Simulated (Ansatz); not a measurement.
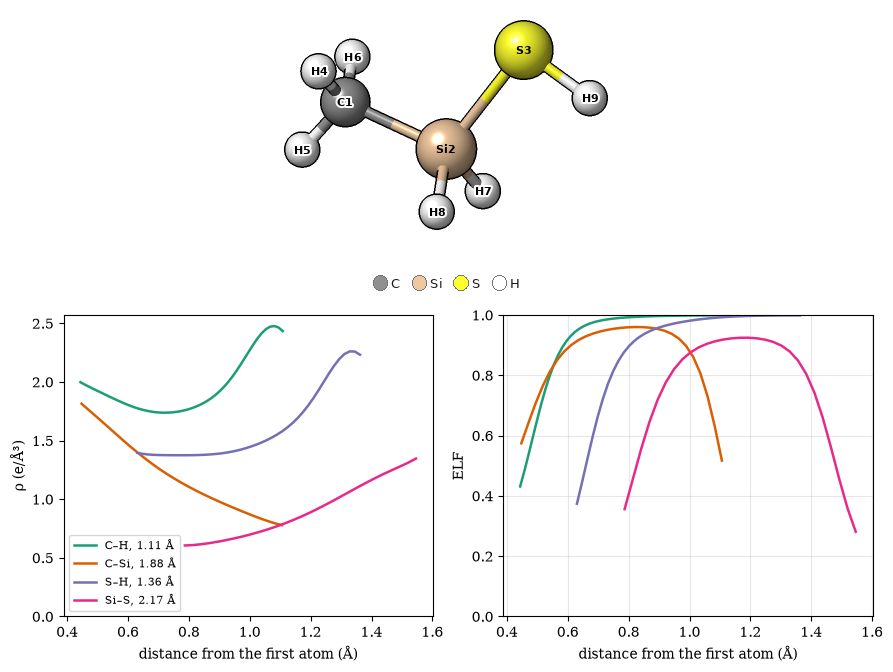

Figure 1: CH6SSi. Total electron density and ELF along straight lines between neighbouring atoms. The curves leave out the atomic cores. The structure is drawn too.

Theory: Ansatz 0.2.0, RKS PBE-D4/def2-SVP.

Input

```
crystal:
  periodic: [false, false, false]
  atoms:
    - { symbol: C, position_ang: [-0.672, 0.7557, -0.788] }
    - { symbol: Si, position_ang: [0.4442, -0.3857, -0.01] }
    - { symbol: S, position_ang: [-0.051, -0.5573, 2.0617] }
    - { symbol: H, position_ang: [-1.6834, 0.4738, -0.7095] }
    - { symbol: H, position_ang: [-0.5041, 0.9037, -1.8851] }
    - { symbol: H, position_ang: [-0.6525, 1.8103, -0.3478] }
    - { symbol: H, position_ang: [1.8767, 0.0892, -0.1256] }
    - { symbol: H, position_ang: [0.3799, -1.7132, -0.6269] }
    - { symbol: H, position_ang: [0.9507, -1.4228, 2.4141] }
basis:
  gaussian: { orbitals: def2-SVP }
hamiltonian:
  xc: pbe
  dispersion: d4
relax:
  f_tol: 0.015
  max_steps: 40
output:
  orbitals: {}
```

Run with:

```sh
ansatz run input.yaml --threads 1 --pin off --max-ram 2048MiB --backend cpu --events-out ev --progress --plain --runs-dir out
```

The fields are those of the relaxed geometry.

What can be read from the curves?

C–H (1.11 Å): the density is about 1.9 e/Å³ at the midpoint; the ELF climbs to about 1 towards the hydrogen, as it does in any bond to H: an ordinary covalent bond to hydrogen.
C–Si (1.88 Å): ρ is about 0.93 e/Å³ halfway; the ELF peaks at about 0.95 between the atoms: a shared electron pair.
S–H (1.36 Å): the density is about 1.4 e/Å³ at the midpoint; the ELF climbs to about 1 towards the hydrogen.
Si–S (2.17 Å): ρ at the midpoint is about 0.77 e/Å³; the ELF peaks at about 0.90 between the atoms: a shared electron pair.
